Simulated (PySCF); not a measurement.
Consider C6H12O2SSi.

The calculation's input:

```
{"job": {"kind": "nmr", "xc": "PBE0", "basis": "pcSseg-1"}, "charge": 0, "multiplicity": 1}
C     -1.880315     1.747383     0.061248
S     -1.408634     0.504769     1.307874
C     -0.916043    -0.808202     0.198362
C     -2.019674    -1.609061    -0.413181
C      0.387029    -1.007225    -0.001792
C      0.843025    -2.134398    -0.882732
Si     1.664205     0.076140     0.866510
O      1.461372     1.568773     0.117134
C      2.232135     2.579850     0.416926
O      3.135867     2.561910     1.196479
H     -2.229803     2.618627     0.605209
H     -1.006202     1.995286    -0.532778
H     -2.675480     1.353685    -0.564744
H     -1.903292    -2.662555    -0.158180
H     -2.987555    -1.270019    -0.053695
H     -1.995223    -1.528899    -1.500795
H      1.922126    -2.127886    -0.999251
H      0.549253    -3.091035    -0.449883
H      0.383824    -2.064246    -1.868520
H      3.000526    -0.398995     0.511801
H      1.489726     0.235739     2.300760
H      1.942723     3.479745    -0.157600
```

Launched as:

```sh
OMP_NUM_THREADS=1 python probes_run.py task.json out
```

Geometry: GFN2-xTB.

Theory: PBE0/pcSseg-1, SCF density, gas phase, non-relativistic in PySCF.

Q: What can the converged electron density and electron localisation function tell about the bonding?

A: C–C (1.33 Å): ρ is about 2.3 e/Å³ halfway; the ELF peaks at about 0.90 between the atoms; a short, multiple covalent bond.
C–S (1.79 Å): the density is about 1.3 e/Å³ at the midpoint; the ELF peaks at about 0.95 between the atoms: a covalent bond.
C–Si (1.89 Å): the density is about 0.95 e/Å³ at the midpoint; the ELF peaks at about 0.95 between the atoms: a covalent bond.
C–H (1.09 Å): the density is about 2 e/Å³ at the midpoint; the ELF climbs to about 1 towards the hydrogen, as it does in any bond to H (an ordinary covalent bond to hydrogen).

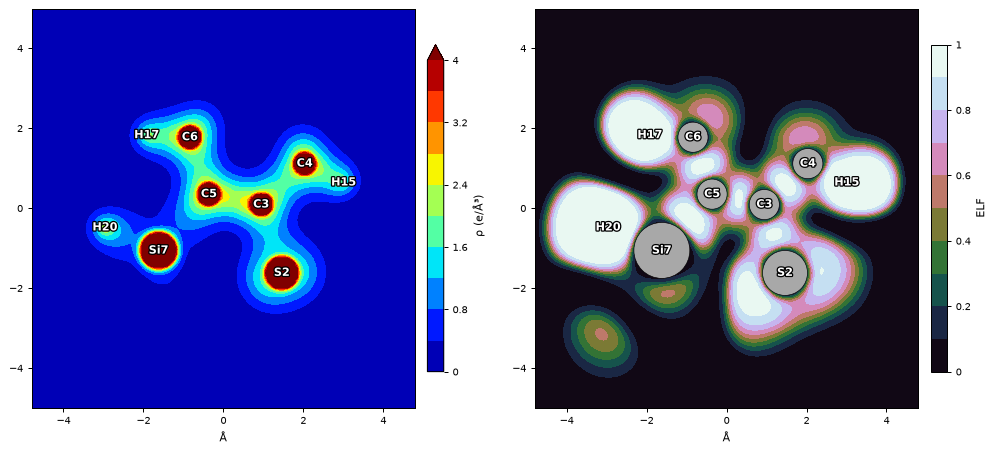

Computed electron density and electron localisation function on the plane of atoms C5, Si7 and H20, in this order. Grey discs cover the atomic cores in the ELF map. 
